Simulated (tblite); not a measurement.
## Geometry relaxation, with input and output: C$_{5}$H$_{13}$NO$_{3}$Si

System: C$_{5}$H$_{13}$NO$_{3}$Si.
Method: GFN2-xTB geometry optimisation, gas phase (tblite 0.8.0).

It belongs to a series of runs on one base structure; here: constitutional isomer.

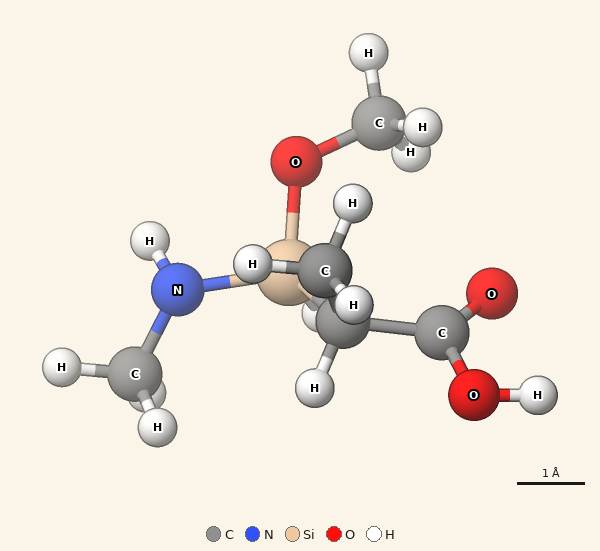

*The structure as given in the input (ball-and-stick view, seen at a tilt).*

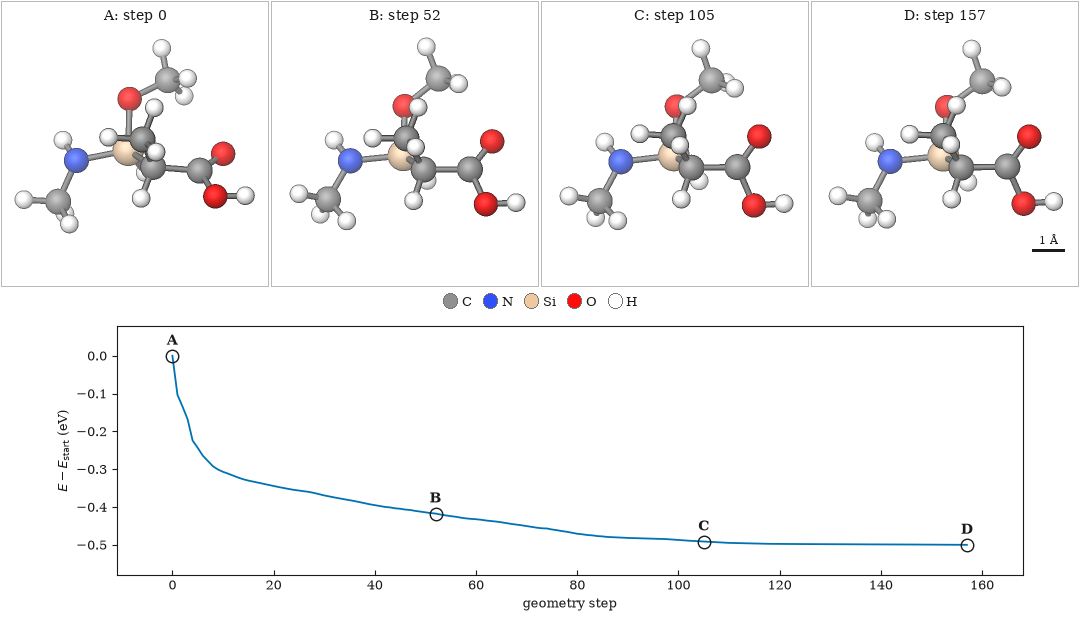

*Frames of the relaxation (ball-and-stick view, seen at a tilt) above the curves, on which the letters mark them (steps are counted from 0).*

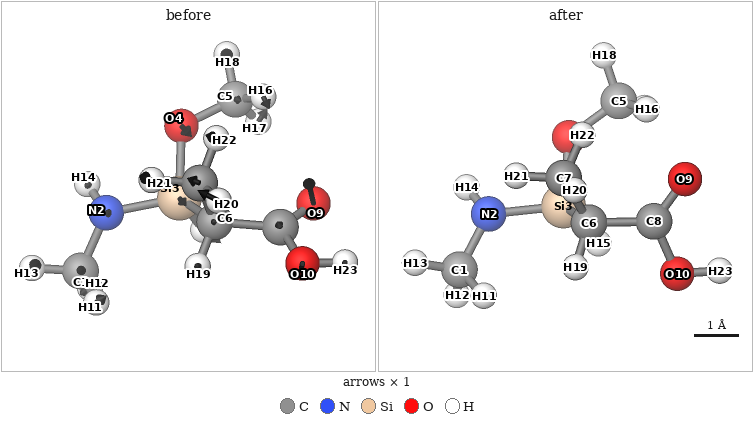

*Before (left) and after (right) the relaxation, at one scale (ball-and-stick view, seen at a tilt). The black arrows give the displacements, at true length.*

The largest move after the best rigid fit is that of O9, 1.26 Å. Largest moves by element: O 1.26 Å, H 1.08 Å, C 0.35 Å, Si 0.27 Å, N 0.19 Å. Among the contacts that change: Si3–C6 1.859 → 1.933 Å, Si3–O4 1.675 → 1.617 Å, C6–C8 1.505 → 1.480 Å, C1–N2 1.461 → 1.442 Å. Among the angles that change: N2–Si3–H15 105.1° → 117.9°, Si3–O4–C5 119.4° → 129.2°, Si3–N2–H14 107.4° → 116.1°. Over 157 geometry steps the energy falls by 0.500 eV. Largest force component: 1.7 eV/Å at the start, 0.008 eV/Å at the end. (Atoms are counted from 1 in the order of the input.)

The input and output of the run follow.

Input
```
{"job": {"kind": "relax", "xc": "GFN2-xTB", "basis": "xTB"}, "charge": 0, "multiplicity": 1}
C     -1.304400    -2.212200     1.901900
N     -1.263000    -0.790800     1.564800
Si    -0.782500    -0.166000     0.063400
O     -1.467500     1.362500     0.070600
C     -1.486700     2.111900    -1.112200
C      1.063600    -0.225800    -0.148700
C      1.834600     0.798400     0.697900
C      1.512000    -0.085300    -1.578500
O      0.906300     0.418000    -2.508600
O      2.733900    -0.604000    -1.783500
H     -0.341200    -2.692600     1.766500
H     -2.058100    -2.739400     1.293900
H     -1.600100    -2.330700     2.963600
H     -2.148500    -0.366100     1.799400
H     -1.491700    -0.987200    -0.940300
H     -0.481000     2.455400    -1.369000
H     -1.927800     1.556500    -1.947500
H     -2.103500     2.996000    -0.948000
H      1.367100    -1.229500     0.178300
H      2.921700     0.669600     0.595400
H      1.594800     0.696300     1.770900
H      1.595500     1.826300     0.405600
H      2.921700    -0.434500    -2.725900
```

The first line tells a small driver script what to run in tblite; the rest is the geometry in Å.

Run as:
```bash
OMP_NUM_THREADS=1 python <driver script> task.json out
```

What the program printed
```
step      E/eV     max force
  0    -931.84851    2.091
  1    -931.95192    1.234
  2    -931.98288    0.883
  3    -932.01612    0.494
  4    -932.07284    0.394
  5    -932.09183    0.335
  6    -932.11264    0.262
  7    -932.12671    0.220
  8    -932.14063    0.241
  9    -932.14928    0.223
 10    -932.15545    0.153
 11    -932.16022    0.157
 12    -932.16537    0.168
 13    -932.17063    0.186
 14    -932.17511    0.158
 15    -932.17860    0.125
 16    -932.18157    0.113
 17    -932.18424    0.114
 18    -932.18701    0.133
 19    -932.19002    0.131
 20    -932.19298    0.115
 21    -932.19571    0.110
 22    -932.19829    0.122
 23    -932.20081    0.145
 24    -932.20310    0.121
 25    -932.20496    0.091
 26    -932.20662    0.102
 27    -932.20861    0.128
 28    -932.21128    0.156
 29    -932.21455    0.163
 30    -932.21782    0.135
 31    -932.22061    0.101
 32    -932.22316    0.130
 33    -932.22568    0.142
 34    -932.22804    0.114
 35    -932.23030    0.091
 36    -932.23277    0.104
 37    -932.23563    0.124
 38    -932.23862    0.158
 39    -932.24129    0.149
 40    -932.24357    0.109
 41    -932.24579    0.130
 42    -932.24821    0.103
 43    -932.24953    0.215
 44    -932.25184    0.106
 45    -932.25308    0.079
 46    -932.25520    0.090
 47    -932.25640    0.116
 48    -932.25874    0.177
 49    -932.26050    0.165
 50    -932.26252    0.170
 51    -932.26449    0.108
 52    -932.26572    0.290
 53    -932.26852    0.096
 54    -932.27065    0.104
 55    -932.27267    0.104
 56    -932.27428    0.114
 57    -932.27669    0.102
 58    -932.27855    0.107
 59    -932.27989    0.123
 60    -932.28074    0.162
 61    -932.28219    0.088
 62    -932.28421    0.142
 63    -932.28554    0.126
 64    -932.28699    0.088
 65    -932.28885    0.131
 66    -932.29115    0.160
 67    -932.29319    0.173
 68    -932.29495    0.141
 69    -932.29681    0.106
 70    -932.29898    0.089
 71    -932.30121    0.091
 72    -932.30315    0.081
 73    -932.30475    0.138
 74    -932.30521    0.261
 75    -932.30788    0.101
 76    -932.30978    0.167
 77    -932.31220    0.159
 78    -932.31409    0.124
 79    -932.31657    0.122
 80    -932.31922    0.124
 81    -932.32062    0.174
 82    -932.32252    0.129
 83    -932.32351    0.080
 84    -932.32539    0.079
 85    -932.32622    0.080
 86    -932.32765    0.067
 87    -932.32833    0.048
 88    -932.32898    0.045
 89    -932.32960    0.046
 90    -932.33021    0.050
 91    -932.33067    0.049
 92    -932.33107    0.041
 93    -932.33146    0.041
 94    -932.33188    0.046
 95    -932.33228    0.041
 96    -932.33265    0.040
 97    -932.33306    0.050
 98    -932.33371    0.069
 99    -932.33468    0.076
100    -932.33584    0.068
101    -932.33680    0.075
102    -932.33753    0.069
103    -932.33826    0.064
104    -932.33900    0.080
105    -932.33977    0.088
106    -932.34051    0.077
107    -932.34121    0.067
108    -932.34198    0.071
109    -932.34276    0.064
110    -932.34335    0.040
111    -932.34369    0.045
112    -932.34397    0.075
113    -932.34425    0.047
114    -932.34465    0.076
115    -932.34488    0.047
116    -932.34538    0.031
117    -932.34568    0.030
118    -932.34587    0.030
119    -932.34601    0.023
120    -932.34613    0.017
121    -932.34623    0.018
122    -932.34630    0.018
123    -932.34636    0.021
124    -932.34642    0.022
125    -932.34650    0.028
126    -932.34659    0.030
127    -932.34667    0.033
128    -932.34675    0.029
129    -932.34684    0.025
130    -932.34695    0.022
131    -932.34704    0.023
132    -932.34710    0.017
133    -932.34715    0.013
134    -932.34719    0.013
135    -932.34723    0.017
136    -932.34726    0.015
137    -932.34728    0.010
138    -932.34730    0.014
139    -932.34732    0.013
140    -932.34735    0.016
141    -932.34738    0.017
142    -932.34742    0.016
143    -932.34747    0.016
144    -932.34753    0.016
145    -932.34759    0.016
146    -932.34766    0.022
147    -932.34775    0.023
148    -932.34784    0.020
149    -932.34794    0.018
150    -932.34803    0.019
151    -932.34812    0.018
152    -932.34822    0.018
153    -932.34832    0.018
154    -932.34839    0.014
155    -932.34844    0.012
156    -932.34847    0.010
157    -932.34849    0.009
```

Trajectory as extended XYZ (Å, eV, eV/Å), 5 of the 158 frames kept, from step=0 to step=157
```
23
Properties=species:S:1:pos:R:3:forces:R:3 step=0 energy=-931.84851
C    -1.3044   -2.2122    1.9019   -0.5520   0.2770   0.3290
N    -1.2630   -0.7908    1.5648   -0.2330  -0.4690   0.9910
Si   -0.7825   -0.1660    0.0634   -1.6790   0.9530  -0.8040
O    -1.4675    1.3625    0.0706    0.5620  -1.2380  -0.1840
C    -1.4867    2.1119   -1.1122   -0.1140   0.4120  -0.0340
C     1.0636   -0.2258   -0.1487    0.9790  -0.1650  -0.1240
C     1.8346    0.7984    0.6979    0.2620   0.2500   0.4730
C     1.5120   -0.0853   -1.5785   -0.4000   0.1650  -0.4770
O     0.9063    0.4180   -2.5086    0.3020  -0.3200   1.0960
O     2.7339   -0.6040   -1.7835   -0.2330   0.2510  -0.3760
H    -0.3412   -2.6926    1.7665    0.0730   0.1940  -0.1390
H    -2.0581   -2.7394    1.2939    0.2660   0.0260   0.0940
H    -1.6001   -2.3307    2.9636    0.2090   0.1240  -0.4790
H    -2.1485   -0.3661    1.7994    0.0000  -0.0080   0.3690
H    -1.4917   -0.9872   -0.9403    0.2640   0.1360  -0.3550
H    -0.4810    2.4554   -1.3690   -0.0700  -0.1970  -0.1520
H    -1.9278    1.5565   -1.9475    0.2800  -0.0120   0.1450
H    -2.1035    2.9960   -0.9480   -0.0730   0.0410   0.1650
H     1.3671   -1.2295    0.1783    0.2520   0.1560  -0.0940
H     2.9217    0.6696    0.5954   -0.3110  -0.0550  -0.0620
H     1.5948    0.6963    1.7709   -0.0390  -0.0580  -0.5440
H     1.5955    1.8263    0.4056   -0.0540  -0.2510  -0.0150
H     2.9217   -0.4345   -2.7259    0.3080  -0.2100   0.1760
23
Properties=species:S:1:pos:R:3:forces:R:3 step=39 energy=-932.24129
C    -1.2155   -2.1246    1.9587    0.0290  -0.0020   0.0080
N    -1.3106   -0.7698    1.4703   -0.0320  -0.0400  -0.0060
Si   -0.8448   -0.3138   -0.1203    0.0420  -0.0080   0.0330
O    -1.4751    1.1748   -0.1430   -0.0050  -0.0180   0.0940
C    -1.4402    2.1826   -1.1088    0.0110  -0.0290   0.0170
C     1.0842   -0.3453   -0.1531   -0.0310   0.0480  -0.0230
C     1.6427    0.7521    0.7684   -0.0030  -0.0210  -0.0250
C     1.5347   -0.0807   -1.5499   -0.0310  -0.0440  -0.0070
O     0.9831    0.6520   -2.3356    0.0520   0.0440   0.0710
O     2.6397   -0.7631   -1.8894   -0.0130   0.0100   0.0000
H    -0.2644   -2.5428    1.6402   -0.0080  -0.0340  -0.0540
H    -2.0217   -2.7676    1.5833    0.0660   0.0290   0.0100
H    -1.2431   -2.1441    3.0503   -0.0280   0.0680  -0.0220
H    -2.1413   -0.3097    1.8121   -0.0060  -0.0060   0.0160
H    -1.3485   -1.1370   -1.2323    0.0450   0.0270  -0.0020
H    -0.4163    2.4455   -1.3715    0.0530  -0.0600  -0.0370
H    -1.9533    1.8561   -2.0131   -0.0160   0.0220  -0.0450
H    -1.9428    3.0574   -0.6944   -0.0330  -0.0010   0.0020
H     1.5103   -1.3082    0.1481   -0.0760   0.1260   0.0260
H     2.7328    0.7353    0.7831   -0.0280  -0.0360  -0.0040
H     1.2724    0.6016    1.7803    0.0180  -0.0150  -0.0450
H     1.3193    1.7350    0.4303   -0.0070  -0.0510  -0.0120
H     2.8935   -0.5590   -2.8037    0.0010  -0.0100   0.0050
23
Properties=species:S:1:pos:R:3:forces:R:3 step=78 energy=-932.31409
C    -1.0707   -2.1155    1.9452    0.0090   0.0400  -0.0180
N    -1.3767   -0.8269    1.3760    0.0010   0.0440  -0.0430
Si   -0.8661   -0.3165   -0.1767    0.0820   0.0390  -0.0240
O    -1.5232    1.1601   -0.2235   -0.0100  -0.0500  -0.0790
C    -1.4267    2.1690   -1.1939    0.0120  -0.0100   0.0120
C     1.0664   -0.2809   -0.1071   -0.0130  -0.0190  -0.0120
C     1.5390    0.7802    0.8864    0.0280   0.0120   0.0030
C     1.6167    0.0170   -1.4533   -0.0530   0.0420  -0.0720
O     1.5550    1.0790   -2.0294   -0.0080  -0.0930   0.0820
O     2.2009   -1.0504   -2.0302   -0.0340   0.0580   0.0170
H    -0.1618   -2.4917    1.4856   -0.0030  -0.0550   0.0080
H    -1.8724   -2.8419    1.7812    0.0250  -0.0230  -0.0220
H    -0.9025   -2.0246    3.0203   -0.0230   0.0060   0.0250
H    -2.2555   -0.4631    1.7095   -0.0020   0.0270   0.0090
H    -1.2540   -1.1620   -1.3216   -0.0060   0.0620   0.0080
H    -0.4282    2.2129   -1.6319   -0.0310  -0.0430   0.0260
H    -2.1579    1.9988   -1.9904    0.0540  -0.0260   0.0650
H    -1.6483    3.1198   -0.7052   -0.0040  -0.0290  -0.0090
H     1.4412   -1.2603    0.1946   -0.0030   0.0040  -0.0260
H     2.6210    0.7384    0.9901    0.0680   0.0200   0.0530
H     1.0857    0.6184    1.8597   -0.0300   0.0040  -0.0010
H     1.2696    1.7692    0.5281   -0.0310   0.0300   0.0130
H     2.5437   -0.8021   -2.9034   -0.0260  -0.0380  -0.0160
23
Properties=species:S:1:pos:R:3:forces:R:3 step=118 energy=-932.34587
C    -1.1034   -2.1519    1.9436   -0.0020   0.0060  -0.0020
N    -1.3300   -0.8365    1.3975   -0.0030  -0.0010  -0.0090
Si   -0.7858   -0.3476   -0.1502    0.0020   0.0050  -0.0060
O    -1.5014    1.0984   -0.2451   -0.0150  -0.0070  -0.0060
C    -1.3597    2.1028   -1.2117    0.0010  -0.0020   0.0020
C     1.1409   -0.2251   -0.0577   -0.0020  -0.0030  -0.0130
C     1.5732    0.8604    0.9242    0.0010  -0.0080  -0.0110
C     1.5958    0.0692   -1.4351    0.0250  -0.0120  -0.0050
O     1.6943    1.1623   -1.9400    0.0040  -0.0130  -0.0110
O     1.8407   -1.0513   -2.1444   -0.0200   0.0220   0.0030
H    -0.1156   -2.4935    1.6457    0.0020   0.0090   0.0050
H    -1.8365   -2.8843    1.5897    0.0000   0.0000   0.0050
H    -1.1486   -2.1158    3.0334    0.0080  -0.0090  -0.0020
H    -2.2195   -0.4567    1.6849    0.0040  -0.0040   0.0090
H    -1.1193   -1.2043   -1.3010   -0.0060   0.0020   0.0040
H    -0.3369    2.1600   -1.5811    0.0050   0.0160  -0.0100
H    -2.0317    1.9073   -2.0506    0.0100   0.0020   0.0020
H    -1.6313    3.0522   -0.7489   -0.0080  -0.0040   0.0010
H     1.5469   -1.1959    0.2272   -0.0060   0.0100   0.0200
H     2.6498    0.8252    1.0858   -0.0060  -0.0020   0.0190
H     1.0658    0.7341    1.8769    0.0180  -0.0090  -0.0060
H     1.3231    1.8386    0.5216   -0.0100   0.0010   0.0050
H     2.0844   -0.8205   -3.0545   -0.0010   0.0030   0.0070
23
Properties=species:S:1:pos:R:3:forces:R:3 step=157 energy=-932.34849
C    -1.0747   -2.1378    1.9485    0.0000   0.0020   0.0030
N    -1.3403   -0.8343    1.3913   -0.0020   0.0020   0.0010
Si   -0.7990   -0.3438   -0.1567   -0.0010  -0.0020   0.0000
O    -1.5126    1.1031   -0.2627    0.0040  -0.0010   0.0000
C    -1.3402    2.1068   -1.2247   -0.0020   0.0010  -0.0010
C     1.1276   -0.2275   -0.0571    0.0010   0.0050   0.0030
C     1.5608    0.8452    0.9375    0.0020  -0.0030   0.0000
C     1.5914    0.0685   -1.4312    0.0030  -0.0030   0.0080
O     1.7532    1.1624   -1.9168   -0.0010   0.0080   0.0020
O     1.7601   -1.0512   -2.1639   -0.0010  -0.0030   0.0000
H    -0.0788   -2.4535    1.6496   -0.0010   0.0010   0.0010
H    -1.7883   -2.8941    1.6052    0.0000   0.0020   0.0010
H    -1.1149   -2.0940    3.0382    0.0010  -0.0010   0.0000
H    -2.2372   -0.4754    1.6817    0.0050   0.0030  -0.0060
H    -1.1338   -1.2004   -1.3066   -0.0010  -0.0030  -0.0020
H    -0.2931    2.2184   -1.5045    0.0000  -0.0010  -0.0020
H    -1.9212    1.8714   -2.1191   -0.0020  -0.0020  -0.0040
H    -1.7034    3.0423   -0.7984   -0.0040  -0.0010   0.0040
H     1.5247   -1.2022    0.2275   -0.0030   0.0030  -0.0040
H     2.6421    0.8365    1.0686   -0.0010  -0.0030   0.0000
H     1.0877    0.6769    1.9013    0.0020  -0.0010  -0.0060
H     1.2714    1.8273    0.5728    0.0030  -0.0050   0.0020
H     2.0137   -0.8177   -3.0704   -0.0010   0.0040   0.0010
```

Key numbers

- outcome: converged
- total energy: −932.3485 eV
- hardware: 1 CPU thread, shared host
- wall time: 4.9 s
- peak memory: 0.18 GiB
